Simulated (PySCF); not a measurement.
## Electronic structure of C₃H₁₂N₂Si in real space

The calculation's input:

```
{"job": {"kind": "nmr", "xc": "PBE0", "basis": "pcSseg-1"}, "charge": 0, "multiplicity": 1}
C      2.729639     0.536443    -0.088770
C      1.526689    -0.239628     0.420953
C      0.390555    -0.314701    -0.594635
N     -0.776878    -1.036133    -0.141112
Si    -2.153072    -0.303872     0.599283
N     -2.776757     0.895025    -0.473810
H      3.144135     0.080438    -1.003070
H      2.458474     1.575712    -0.335703
H      3.537034     0.573596     0.657859
H      1.139791     0.218718     1.347633
H      1.828471    -1.266596     0.695270
H      0.069918     0.707288    -0.862351
H      0.773587    -0.758872    -1.533842
H     -0.621635    -2.024704     0.023148
H     -1.918005     0.465035     1.867878
H     -3.033739    -1.472838     0.931835
H     -3.101176     0.653231    -1.402865
H     -3.252864     1.710817    -0.108471
```

Run with:

```sh
OMP_NUM_THREADS=1 python probes_run.py task.json out
```

Geometry: PBE0-D3(BJ)/def2-SVP.

Computed with PBE0/pcSseg-1, SCF density, gas phase, non-relativistic (PySCF).

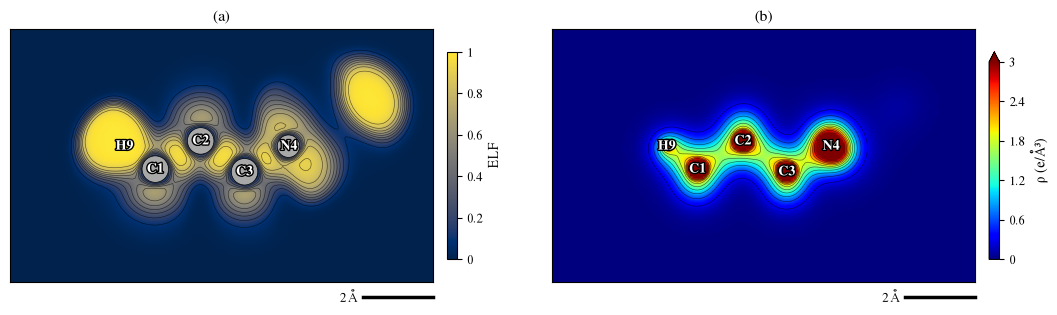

Figure 1. (a) ELF; (b) electron density on the plane of atoms C1, C2 and C3. Grey discs cover the atomic cores in the ELF map.

Describe what can be read from this map.

The plane passes through C, N and H nuclei.
C–N (1.45 Å): the density is about 1.9 e/Å³ at the midpoint; the ELF peaks at about 0.90 between the atoms (localised, covalent bonding).
C–C (1.52 Å): ρ is about 1.6 e/Å³ halfway; the ELF peaks at about 0.95 between the atoms; a shared electron pair.
C–H (1.10 Å): the density is about 1.9 e/Å³ at the midpoint; the ELF climbs to about 1 towards the hydrogen, as it does in any bond to H; a covalent bond by its length.
The ELF also peaks beside N4, away from the bonds: lone-pair regions.

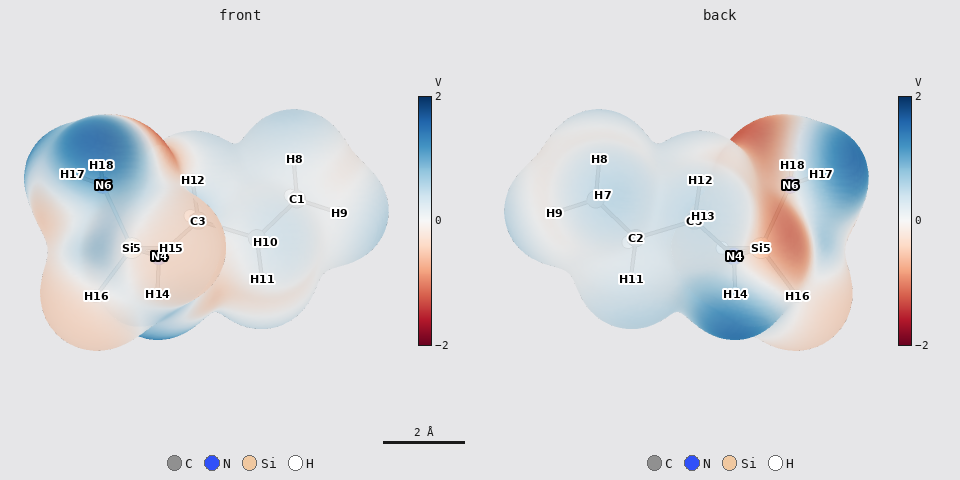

Figure 2. The molecular electrostatic potential painted on the density surface at 0.002 e/bohr³, seen from the front and from behind; red is negative and blue positive.

Describe the electrostatic potential map.

The most negative region (about −1.1 V, or −25 kcal/mol for a unit charge) lies over N6, the most positive (about +1.5 V, or +35 kcal/mol for a unit charge) over H14, H17 and H18. N6 is the likeliest acceptor of a hydrogen bond.

How polar is the molecule by this calculation?

Its dipole moment is 0.72 D.
